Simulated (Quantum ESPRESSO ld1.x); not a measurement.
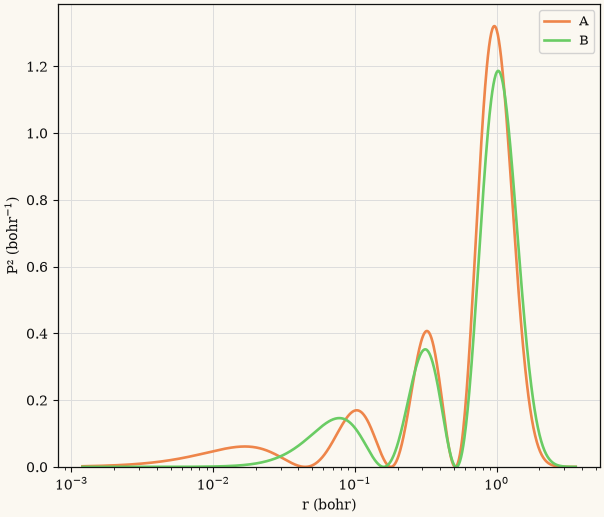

The molybdenum ion Mo⁷⁺ in the configuration [Ar] 3d10 4s2 4p5 (high spin). Theory: scalar-relativistic Kohn-Sham, LDA (Slater exchange, Perdew-Zunger correlation), spin-polarised, spherical densities, point nucleus (computed with Quantum ESPRESSO ld1.x 7.5).

```
 &input
    atom='Mo',
    iswitch=1,
    rel=1,
    lsd=1,
    dft='PZ',
    config='[Ar] 3d10 4s2 4p5',
    verbosity='high',
    prefix='ld1',
    max_out_wfc=37,
    file_charge='ld1.rho',
 /
```

The plot shows the radial probability densities P² of 4s up and 4p up.

Q: Which curve belongs to which orbital?

Answer: A is 4s up; B is 4p up. 4s up: outer maximum at 0.967 bohr, ⟨r⟩ = 1.05 bohr, 3 nodes, eigenvalue −165.0 eV; 4p up: outer maximum at 1.03 bohr, ⟨r⟩ = 1.13 bohr, 2 nodes, eigenvalue −136.9 eV.
